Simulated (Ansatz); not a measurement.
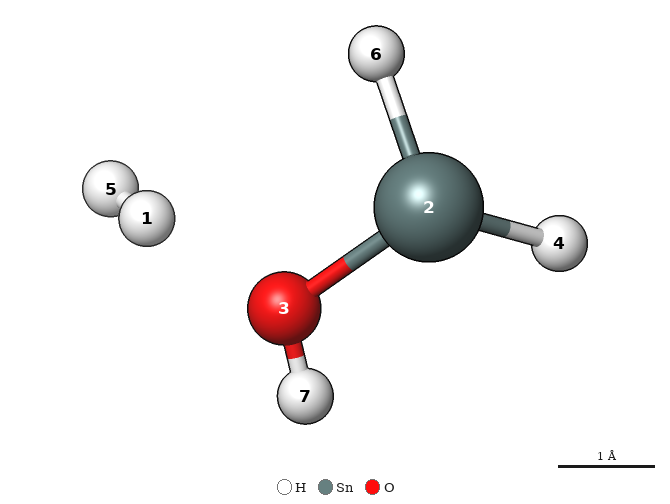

Numbered structure. The species is neutral and a spin doublet. The geometry was computed by an optimisation with PBE0-D4/def2-TZVP.

Give the bond lengths.

```
  bond  length (Å)
 H1–H5       0.749
Sn2–O3       1.978
Sn2–H4       1.734
Sn2–H6       1.722
 O3–H7       0.960
```
